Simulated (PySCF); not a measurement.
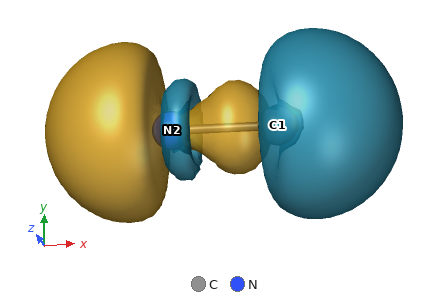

Figure. CN, doublet, SMILES `[C]#N`. Change of the electron density in a uniform field of 0.21 V/Å, surfaces at ±0.002 e/Å³ (yellow: gain, teal: loss).

Method: BLYP/def2-SVPD; geometry: GFN2-xTB; program: PySCF. No frequency check shows the geometry to be a minimum. The stability of the open-shell solution wasn't checked. GFN2-xTB doesn't know the spin state, so this open-shell geometry is rough.

Coordinates in Å:

```
C1       0.6116    0.0000    0.0000
N2      -0.5242    0.0000    0.0000
```

Question: Along which Cartesian direction does the field point?

Answer: Along +x: electrons gather on the −x side, against the field.

Question: How large is the response?

Answer: The induced dipole is 0.27 D (along the field); α along this axis, from the fields in both directions, is 26 bohr³ (3.9 Å³).

Question: Which atoms gain and lose the most charge?

Answer: Electrons gather most on N2 (Hirshfeld charge changes by −0.020 e) and leave C1 most (+0.020 e); 0.025 electrons are displaced in all.
